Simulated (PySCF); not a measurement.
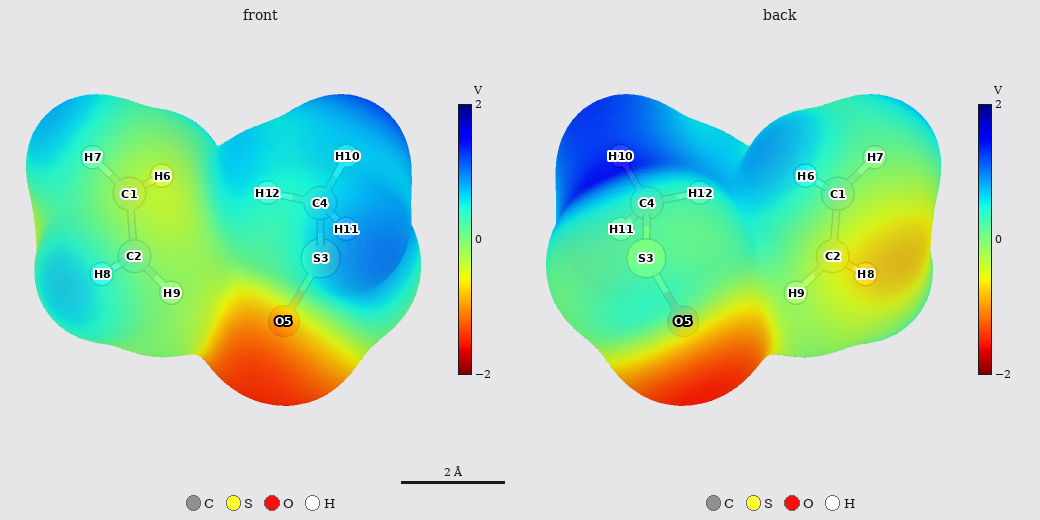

*C3H7OS (doublet). The electrostatic potential painted on the density surface at 0.002 e/bohr³, seen from the front and from behind; red is negative and blue positive.*

Geometry: GFN2-xTB; at this geometry the atoms fall into two loosely joined parts.

These are results of UKS B3LYP, pcH-1 on C H O S, non-relativistic, mean-field spin-orbit, GIAO in PySCF, not measurements.

```yaml
atoms:
  - { symbol: C, position_ang: [1.8353, 0.4986, -0.3520] }
  - { symbol: C, position_ang: [1.3424, -0.4900, -1.0694] }
  - { symbol: S, position_ang: [-1.2681, -0.9850, 1.7467] }
  - { symbol: C, position_ang: [-1.7499, 0.5282, 0.8366] }
  - { symbol: O, position_ang: [-1.0044, -2.0076, 0.7168] }
  - { symbol: H, position_ang: [1.6927, 0.5575, 0.7159] }
  - { symbol: H, position_ang: [2.4146, 1.2943, -0.7927] }
  - { symbol: H, position_ang: [1.4933, -0.5474, -2.1352] }
  - { symbol: H, position_ang: [0.7642, -1.2874, -0.6312] }
  - { symbol: H, position_ang: [-1.9446, 1.3017, 1.5700] }
  - { symbol: H, position_ang: [-2.6396, 0.3222, 0.2497] }
  - { symbol: H, position_ang: [-0.9348, 0.8141, 0.1777] }
```

### Describe the electrostatic potential map.

The most negative region (about −1.5 V) lies over O5, the most positive (about +1.5 V) over S3 and H10. O5 is the likeliest acceptor of a hydrogen bond.
